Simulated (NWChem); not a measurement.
**[CF2]+ (SMILES F[C+]F): UHF/STO-3G**

What is the energy change on altering one bond length of [CF2]+ at UHF/STO-3G? Input form: an ASE script.

The calculation is run with NWChem 7.3.0.

2 further runs of the same task are left out: 1 that didn't finish, 1 set aside as unsound or not needed. Runs told in other sessions of the task aren't counted.

## 1. The molecule

The species is [CF2]+ (3 atoms), meant as a doublet with charge +1. SMILES: `F[C+]F`. Geometry: relaxed at PBE0-D4/def2-TZVP.

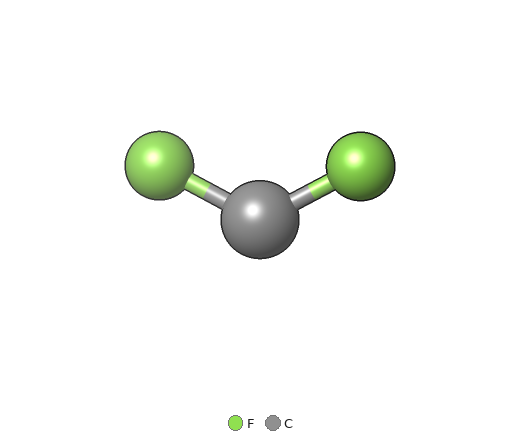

The structure, seen from a chosen angle (fluorine green, carbon grey).

## 2. Energy and gradient at UHF/STO-3G

Input file run.py:

```python
from ase import Atoms
from ase.calculators.nwchem import NWChem

mol = Atoms(['F', 'C', 'F'], positions=[
    [0.379110, 0.972980, 0.316190],
    [0.275710, -0.221360, 0.127270],
    [-0.654830, -0.751620, -0.443470],
])

calc = NWChem(
    label='a',
    theory='scf',
    memory='2200 mb',
    basis='STO-3G',
    basispar='spherical bse',
    charge=1,
    scf={'nopen': '1', 'uhf': None, 'thresh': '1e-08', 'maxiter': '80'},
)
mol.calc = calc

forces = mol.get_forces()
e = mol.get_potential_energy()
print(f"E = {e:.6f} eV")
print("forces (eV/A):")
for s, f in zip(mol.symbols, forces):
    print(f"{s:2s} {f[0]:10.5f} {f[1]:10.5f} {f[2]:10.5f}")
```

Started as:

```sh
$ export ASE_NWCHEM_COMMAND="nwchem PREFIX.nwi > PREFIX.nwo"
$ python run.py
```

Output:

```text
E = -6342.787133 eV
forces (eV/A):
F     0.56796    5.40965    0.91053
C     3.61214   -2.89984    1.66746
F    -4.18010   -2.50981   -2.57794
```

The calculator wrote a.nwi:

```
title "a"

permanent_dir a

scratch_dir a

start a

geometry units angstrom nocenter noautosym noautoz
  F  3.7911000000000000e-01 9.7297999999999996e-01 3.1619000000000003e-01
  C  2.7571000000000001e-01 -2.2136000000000000e-01 1.2726999999999999e-01
  F  -6.5483000000000002e-01 -7.5161999999999995e-01 -4.4346999999999998e-01
end

charge 1

memory 2200 mb

basis spherical bse noprint
   * library STO-3G
end

scf
  nopen 1
  uhf
  thresh 1e-08
  maxiter 80
end

task scf gradient
```

a.nwo (excerpt; [...] marks lines left out):

```text
[...]
  functions       =    15
[...]
  wavefunction    = UHF
[...]
         Total SCF energy =   -233.093129746175
      One electron energy =   -448.103274005966
      Two electron energy =    147.976882710974
 Nuclear repulsion energy =     67.033261548817
                       Sz =      0.5000
                 Sz(Sz+1) =      0.7500
                      S^2 =      0.7573
[...]
                         UHF ENERGY GRADIENTS
    atom               coordinates                        gradient
                 x          y          z           x          y          z
   1 F       0.716414   1.838666   0.597512   -0.011045  -0.105201  -0.017707
   2 C       0.521016  -0.418310   0.240505   -0.070245   0.056393  -0.032427
   3 F      -1.237449  -1.420356  -0.838037    0.081290   0.048808   0.050133
[...]
```

It took 1.3 s on 1 thread of Intel Xeon Platinum 8488C (Sapphire Rapids), shared host; peak memory 0.098 GiB.

## 3. The distorted shape: a single-point energy at UHF/STO-3G

Input file run.py:

```python
from ase import Atoms
from ase.calculators.nwchem import NWChem

atoms = Atoms(['F', 'C', 'F'], positions=[
    [1.123558, 1.397197, 0.772792],
    [1.020158, 0.202857, 0.583872],
    [-0.654830, -0.751620, -0.443470],
])

calc = NWChem(
    label='run',
    theory='scf',
    memory='2200 mb',
    basis='STO-3G',
    basispar='spherical bse',
    charge=1,
    scf={'nopen': '1', 'uhf': None, 'thresh': '1e-08', 'maxiter': '80', 'print': 'low'},
    task='energy',
)
atoms.calc = calc

print(f"energy = {atoms.get_potential_energy():.6f} eV")
```

Started as:

```sh
$ export ASE_NWCHEM_COMMAND="nwchem PREFIX.nwi > PREFIX.nwo"
$ python run.py
```

Output:

```text
energy = -6341.253922 eV
```

The calculator wrote run.nwi:

```
title "run"

permanent_dir run

scratch_dir run

start run

geometry units angstrom nocenter noautosym noautoz
  F  1.1235580000000001e+00 1.3971970000000000e+00 7.7279200000000003e-01
  C  1.0201579999999999e+00 2.0285700000000001e-01 5.8387199999999995e-01
  F  -6.5483000000000002e-01 -7.5161999999999995e-01 -4.4346999999999998e-01
end

charge 1

memory 2200 mb

basis spherical bse noprint
   * library STO-3G
end

scf
  nopen 1
  uhf
  thresh 1e-08
  maxiter 80
  print low
end

task scf energy
```

run.nwo (excerpt; [...] marks lines left out):

```text
[...]
  functions       =    15
[...]
  wavefunction    = UHF
[...]
         Total SCF energy =   -233.036785273210
      One electron energy =   -417.900852171545
      Two electron energy =    134.150684096763
 Nuclear repulsion energy =     50.713382801573
                       Sz =      0.5000
                 Sz(Sz+1) =      0.7500
                      S^2 =      0.7669
[...]
```

Wall time 2.1 s (1 thread of Intel Xeon Platinum 8488C (Sapphire Rapids), shared host); peak memory 0.098 GiB.

## 4. Summary of results

At UHF/STO-3G:

| quantity | value |
| --- | --- |
| first shape: total energy | -233.09313 Eh |
| first shape: HOMO energy (highest over α and β) | -22.53 eV |
| first shape: LUMO energy (lowest over α and β) | -6.08 eV |
| first shape: ⟨S²⟩ | 0.757 |
| first shape: largest force on an atom | 5.515 eV/Å |
| distorted shape: total energy | -233.03679 Eh |
| distorted shape: ⟨S²⟩ | 0.767 |
| energy change with the C2–F3 bond stretched from 1.214 to 2.185 Å | 1.533 eV |

What this shows: With the C2–F3 bond stretched from 1.214 to 2.185 Å the energy rises by 1.53 eV (148 kJ/mol). The first shape isn't relaxed at this level, so the change isn't measured from a minimum. The minimal basis adds a large error of its own. The largest force (first shape) is 5.52 eV/Å: too large for a shape near rest; a basis without polarisation functions on a geometry from another level can give that.
